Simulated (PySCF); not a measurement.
# SnSe (SMILES [Se][Sn]) at TPSS/def2-TZVP (core potential)

What is the energy change on altering one bond length of SnSe at TPSS/def2-TZVP (core potential)? 

The calculation is run with PySCF 2.14.0.

1 further run of the same task is left out (set aside as unsound or not needed).

## 1. Starting point

The species is SnSe (2 atoms), meant as a singlet with charge 0. As SMILES, `[Se][Sn]`. The shape is that of a PBE0-D4/def2-TZVP optimisation.

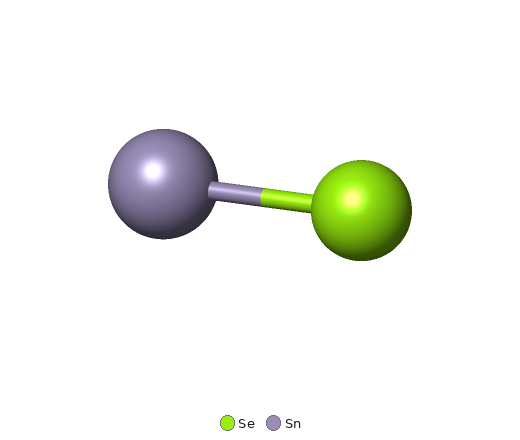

The structure, seen from a chosen angle (selenium green, tin purple).

## 2. A single-point energy at TPSS/def2-TZVP (core potential)

The input, run.py:

```python
from pyscf import gto, dft

mol = gto.M(
    atom='''
Se     0.000000     0.000000     0.012340
Sn     0.000000     0.000000     4.406482
''',
    basis='def2-tzvp',
    spin=0,
    verbose=4,
    charge=0,
    ecp={'Sn': 'def2-svp'},
    unit='bohr',
    max_memory=1860,
)

myscf = dft.RKS(mol, xc='tpss')
myscf.conv_tol = 1e-10
myscf.grids.level = 5
myscf.kernel()
if not myscf.converged:
    myscf = myscf.newton().run(myscf.mo_coeff, myscf.mo_occ)

energy = myscf.e_tot
print('E = %.10f Eh' % energy)
```

Started as:

```
OMP_NUM_THREADS=1 python run.py
```

Standard output:

```text
PySCF version 2.14.0

[INPUT] num. atoms = 2
[INPUT] num. electrons = 56
[INPUT] charge = 0
[INPUT] spin (= nelec alpha-beta = 2S) = 0
[INPUT] symmetry False subgroup None
[INPUT] Mole.unit = bohr
[INPUT] Symbol           X                Y                Z      unit          X                Y                Z       unit  Magmom
[INPUT]  1 Se     0.000000000000   0.000000000000   0.006530046783 AA    0.000000000000   0.000000000000   0.012340000000 Bohr   0.0
[INPUT]  2 Sn     0.000000000000   0.000000000000   2.331809854729 AA    0.000000000000   0.000000000000   4.406482000000 Bohr   0.0

nuclear repulsion = 170.226633549849
number of shells = 32
number of NR pGTOs = 194
number of NR cGTOs = 98
basis = def2-tzvp
ecp = {'Sn': 'def2-svp'}

[... 62 lines left out ...]
converged SCF energy = -2615.75576828405
E = -2615.7557682841 Eh
```

Run time: 20 s. Hardware: 1 thread of Arm Neoverse V2, shared host; peak memory 0.51 GiB.

## 3. The distorted shape at the same level

The input, run.py:

```python
from pyscf import gto, dft

molecule = gto.M(
    atom=[
    ('Se', (0.000000, -0.000000, -0.342290)),
    ('Sn', (-0.000000, 0.000000, 2.331810)),
],
    verbose=4,
    basis='def2-tzvp',
    ecp={'Sn': 'def2-svp'},
    max_memory=1860,
)

mf = dft.RKS(molecule, xc='tpss')
mf.grids.level = 5
mf.conv_tol = 1e-10
mf.kernel()
if not mf.converged:
    mf = mf.newton().run(mf.mo_coeff, mf.mo_occ)

e_tot = mf.e_tot
print(f'total energy: {e_tot:.8f} hartree')
```

Started as:

```
OMP_NUM_THREADS=1 python run.py
```

Standard output:

```text
PySCF version 2.14.0

[INPUT] num. atoms = 2
[INPUT] num. electrons = 56
[INPUT] charge = 0
[INPUT] spin (= nelec alpha-beta = 2S) = 0
[INPUT] symmetry False subgroup None
[INPUT] Mole.unit = angstrom
[INPUT] Symbol           X                Y                Z      unit          X                Y                Z       unit  Magmom
[INPUT]  1 Se     0.000000000000   0.000000000000  -0.342290000000 AA    0.000000000000   0.000000000000  -0.646834355177 Bohr   0.0
[INPUT]  2 Sn     0.000000000000   0.000000000000   2.331810000000 AA    0.000000000000   0.000000000000   4.406482274522 Bohr   0.0

nuclear repulsion = 148.02159746014
number of shells = 32
number of NR pGTOs = 194
number of NR cGTOs = 98
basis = def2-tzvp
ecp = {'Sn': 'def2-svp'}

[... 68 lines left out ...]
converged SCF energy = -2615.7319242539
total energy: -2615.73192425 hartree
```

Run time: 23 s. Hardware: 1 thread of Arm Neoverse V2, shared host; peak memory 0.51 GiB.

## 4. What came out

Level: TPSS/def2-TZVP (core potential).

| quantity | value |
| --- | --- |
| first shape: total energy | -2615.75577 Eh |
| first shape: dipole moment | 2.88 D |
| first shape: HOMO energy | -6.20 eV |
| first shape: LUMO energy | -3.13 eV |
| first shape: HOMO–LUMO gap | 3.07 eV |
| distorted shape: total energy | -2615.73192 Eh |
| distorted shape: dipole moment | 4.18 D |
| distorted shape: HOMO energy | -5.63 eV |
| distorted shape: LUMO energy | -3.67 eV |
| distorted shape: HOMO–LUMO gap | 1.96 eV |
| energy change with the Se1–Sn2 bond stretched from 2.325 to 2.674 Å | 0.649 eV |

What this shows: With the Se1–Sn2 bond stretched from 2.325 to 2.674 Å the energy rises by 0.65 eV (62.6 kJ/mol). The first shape isn't relaxed at this level, so the change isn't measured from a minimum.
